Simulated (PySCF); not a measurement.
C4H13NSi4 (SMILES [SiH3]N([SiH3])C1=C[SiH2]C=C[SiH2]1)

The calculation's input:

```
{"job": {"kind": "nmr", "xc": "PBE0", "basis": "pcSseg-1"}, "charge": 0, "multiplicity": 1}
Si    -3.860940    -2.167958     0.682955
N     -3.047261    -0.766339    -0.027116
Si    -3.984717     0.582375    -0.696309
C     -1.643535    -0.631683     0.024810
C     -1.034929     0.578232    -0.068129
Si     0.782759     0.962151    -0.073116
C      1.786713    -0.605904     0.100371
C      1.238664    -1.831638     0.172843
Si    -0.589281    -2.213588     0.105676
H     -5.315762    -1.999654     0.418576
H     -3.380717    -3.432688     0.051368
H     -3.622110    -2.252327     2.154501
H     -4.041219     1.770045     0.211477
H     -3.376179     1.000190    -1.992018
H     -5.371734     0.079758    -0.898767
H     -1.677473     1.471886    -0.121469
H      1.114680     1.899538     1.048290
H      1.171625     1.674107    -1.333803
H      2.882136    -0.520977     0.146115
H      1.904504    -2.702090     0.273557
H     -0.890205    -3.064622    -1.087628
H     -0.975459    -3.007641     1.315145
```

Launched as:

```sh
OMP_NUM_THREADS=1 python probes_run.py task.json out
```

Geometry: PBE0-D3(BJ)/def2-SVP.

These are results of PySCF 2.14.0, PBE0/pcSseg-1, SCF density, gas phase, non-relativistic, not measurements.

Q: What can the converged electron density and electron localisation function tell about the bonding?

A: C–C (1.34 Å): ρ at the midpoint is about 2.2 e/Å³; the ELF peaks at about 0.90 between the atoms; a multiple bond.
C–N (1.41 Å): the density is about 2 e/Å³ at the midpoint; the ELF peaks at about 0.90 between the atoms, as expected for localised, covalent bonding.
C–Si (1.86 Å): ρ at the midpoint is about 0.96 e/Å³; the ELF peaks at about 0.95 between the atoms; localised, covalent bonding.
C–H (1.10 Å): the density is about 2 e/Å³ at the midpoint; the ELF climbs to about 1 towards the hydrogen, as it does in any bond to H; an ordinary covalent bond to hydrogen.

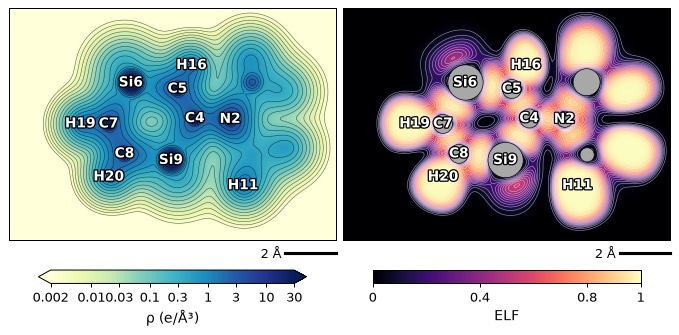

Computed electron density and electron localisation function on the plane of atoms N2, C4 and C5, in this order. Grey discs cover the atomic cores in the ELF map. 
